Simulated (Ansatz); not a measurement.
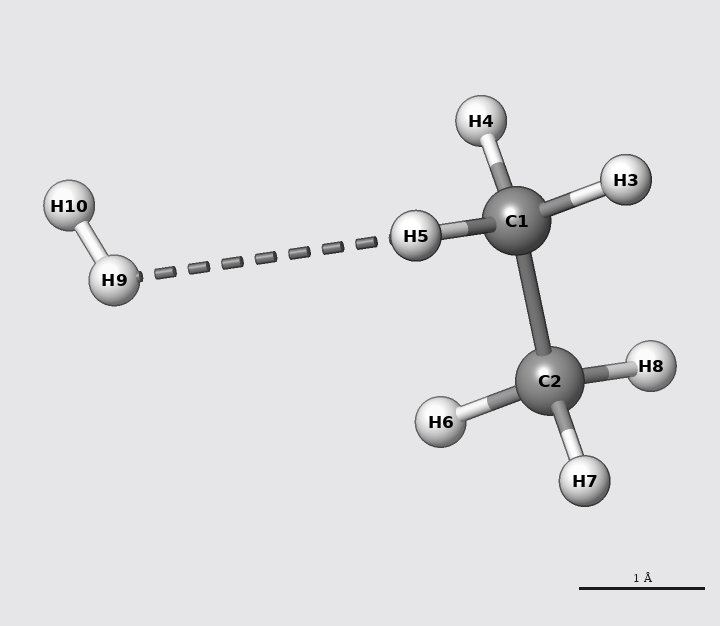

Two molecules or ions; the broken line marks their closest contact (measured against van der Waals radii). Geometry: a pair of rigid molecules at a changed separation. Program: Ansatz 0.2.0.

Question: Which two species are they?

Answer: C2H6 and H2 (`CC.[H][H]`).

Question: How long is the contact?

Answer: C1···H9 is 3.50 Å.

Give the counterpoise-corrected interaction energy (kJ/mol, monomers kept as in the pair) with RHF-CCSD(T) (frozen core)/def2-TZVPPD; PBE0-D4/def2-TZVPPD; ωB97M-V/def2-TZVPPD.

```tsv
level	interaction energy (kJ/mol)
RHF-CCSD(T) (frozen core)/def2-TZVPPD	−1.0
PBE0-D4/def2-TZVPPD	−1.6
ωB97M-V/def2-TZVPPD	−1.0
```
